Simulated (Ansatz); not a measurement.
A series of calculations on AlGeH6OF

### Relaxation

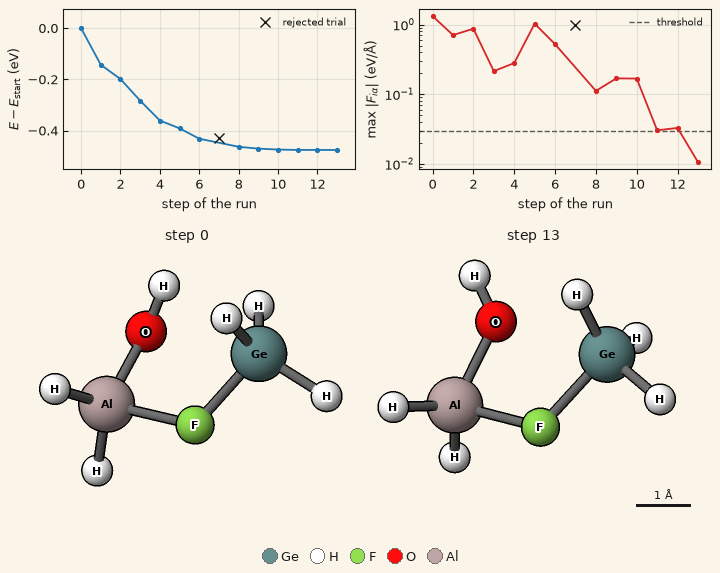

First and last geometry of a relaxation of AlGeH₆OF, with the history of the run. Style: ball-and-stick. Shown from a free direction.

The run prepares an end point of a later path (reaction) calculation, from a guessed geometry.

These are results of RKS BHLYP-D4/def2-SVP (Ansatz 0.2.0), not measurements.

Input
```yaml
crystal:
  periodic: [false, false, false]
  atoms:
    - { symbol: Ge, position_ang: [0.191647, -0.148016, -0.001551] }
    - { symbol: H, position_ang: [-0.11859, 0.211952, 1.459142] }
    - { symbol: H, position_ang: [1.083616, 0.813361, -0.768394] }
    - { symbol: F, position_ang: [-1.371974, 0.016552, -0.911916] }
    - { symbol: H, position_ang: [0.510579, -1.619916, -0.214506] }
    - { symbol: O, position_ang: [-2.370266, -0.263577, 1.504408] }
    - { symbol: Al, position_ang: [-3.053252, -0.514659, -0.060866] }
    - { symbol: H, position_ang: [-3.154444, -2.007901, -0.581718] }
    - { symbol: H, position_ang: [-4.064893, 0.604274, -0.499127] }
    - { symbol: H, position_ang: [-1.666823, -0.68347, 2.022727] }
basis:
  gaussian: { orbitals: def2-SVP }
hamiltonian:
  xc: { name: BHLYP }
  dispersion: d4
relax:
  f_tol: 0.03
  max_steps: 50
```

Launched with:
```bash
ansatz run input.yaml --threads 2 --pin off --max-ram 3072MiB --backend cpu --events-out ev --progress --plain --runs-dir out
```

**Did the run converge, and what did it change?**

It converged. After 12 accepted moves (13 points after the start) the energy has fallen by 0.475 eV. The largest force component goes from 1.3 to 0.011 eV/Å. The line search rejected the trial step at point 7 of the run. H2 moves most after the best rigid fit: 0.90 Å. Largest moves by element: H 0.90 Å, O 0.63 Å, Ge 0.18 Å, Al 0.09 Å, F 0.04 Å. Among the contacts that change: Ge1–O6 2.974 → 2.517 Å, F4–Al7 1.958 → 1.890 Å, O6–Al7 1.726 → 1.759 Å, Ge1–F4 1.817 → 1.849 Å. Bond angles that change, for instance: F4–Ge1–H5 101.4° → 109.6°, F4–Al7–O6 90.9° → 83.5°, H3–Ge1–F4 101.2° → 94.0°. Groups turn about O6–Al7 by about 80°, Ge1–F4 by about 25°, F4–Al7 by about 20°. The run took 26 s on 2 threads of Intel(R) Xeon(R) 6975P-C (Granite Rapids) (shared host), peak memory 0.26 GiB.

### Relaxation

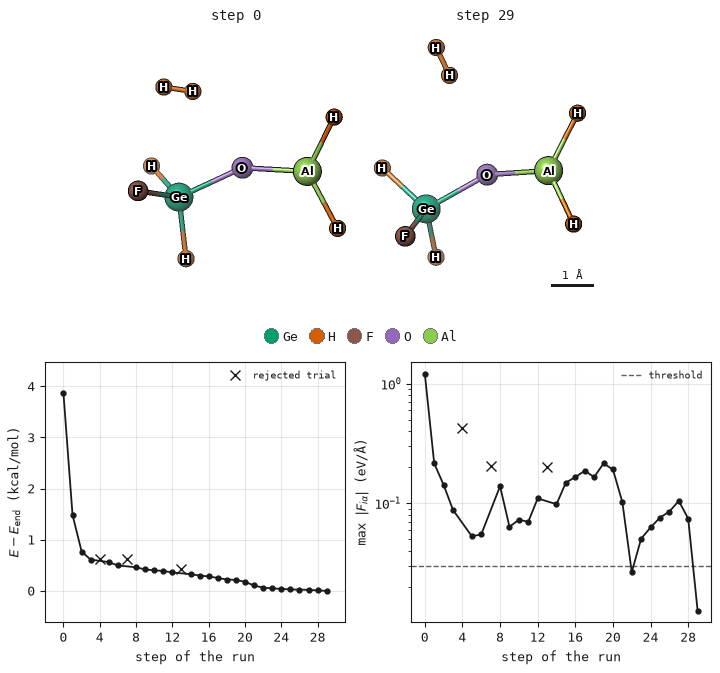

First and last geometry of a relaxation of AlGeH₆OF, with the history of the run. A ball-and-stick model, seen at a tilt.

The run prepares an end point of a later path (reaction) calculation, from a guessed geometry.

The calculation used RKS BHLYP-D4/def2-SVP (Ansatz 0.2.0). (no spin polarisation; force threshold 0.03 eV/Å; at most 50 steps)

What do the curves and the structures tell?

It converged. Over 26 accepted moves (29 points after the start) the energy falls by 3.86 kcal/mol. The largest force component goes from 1.2 to 0.013 eV/Å. The line search rejected the trial steps at points 4, 7, 13 of the run. The forces were under the threshold at step 22, but the run went on from there. The largest move after the best rigid fit is that of the F atom, 1.19 Å. Largest moves by element: F 1.19 Å, H 1.13 Å, Ge 0.29 Å, O 0.22 Å, Al 0.21 Å. Some distances before and after: H–H 0.714 → 0.754 Å, Ge–O 1.754 → 1.735 Å. Groups turn about Ge–O by about 50°.

Limits of the set-up: the start holds two separate molecules, 2.2 Å apart at their closest, whose relative position is a soft coordinate.

### Path

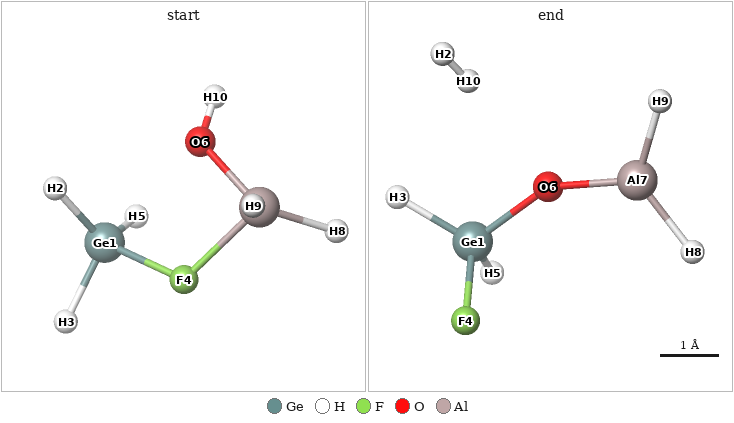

The two relaxed end points of a path for AlGeH6OF. The picture is a ball-and-stick view, seen at a tilt.

Computed with Ansatz, RKS BHLYP-D4/def2-SVP.

Settings: 5 movable images; climbing image; force threshold 0.05 eV/Å; iteration limit 60.

Start:
```xyz
10

Ge    0.1417   -0.0301    0.0890
H     0.0451    1.0358    1.1585
H     1.0643    0.4201   -1.0494
F    -1.3835    0.0123   -0.9556
H     0.4512   -1.4611    0.4789
O    -1.9657   -0.6814    1.3004
Al   -2.9942   -0.5118   -0.1168
H    -3.4348   -1.8629   -0.8073
H    -3.8959    0.7793   -0.1744
H    -2.0426   -1.2916    2.0249
```

End:
```xyz
10

Ge   -0.0016   -0.8432   -0.4052
H    -1.1017    1.8496    2.2819
H     0.9510    0.0050    0.4237
F    -0.1065   -0.1049   -1.9679
H     0.4110   -2.2926   -0.6322
O    -1.6020   -0.7542    0.2591
Al   -3.2885   -0.8549    0.0767
H    -3.8733   -1.5731   -1.1904
H    -4.1694   -0.2486    1.2219
H    -1.2333    1.2254    1.8806
```

### What barrier does the band find between them, and by what path?

The energy climbs by 2.92 eV to image 3 and then falls by 2.27 eV, so the end point sits at +0.65 eV. Breaking: F4–Al7 (1.89 → 4.21 at the top → 3.86 Å), Ge1–H2 (1.51 → 1.87 at the top → 3.96 Å), O6–H10 (0.95 → 1.15 at the top → 2.59 Å). Forming: Ge1–O6 (2.52 → 1.95 at the top → 1.74 Å), H2–H10 (3.24 → 1.09 at the top → 0.75 Å). The band converged in 43 iterations. The largest component of the band force went from 7.7 to 0.048 eV/Å. The climbing image converged on the top of the path. Its vibrational analysis gives one imaginary mode (1558i cm⁻¹), as a transition state must have.

Energies of the converged images:

```csv
image,path (Å),E (eV)
0,0.00,0.000
1,2.01,0.440
2,4.01,0.965
3,6.02,2.918
4,7.36,0.766
5,8.69,0.662
6,10.02,0.650
```

The geometry at the top of the path:

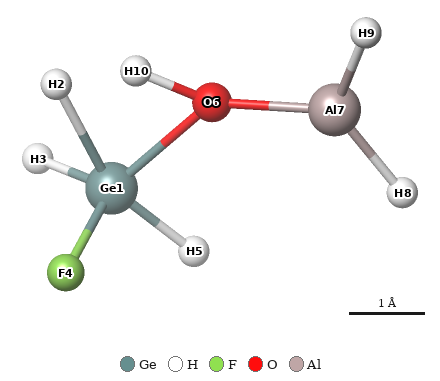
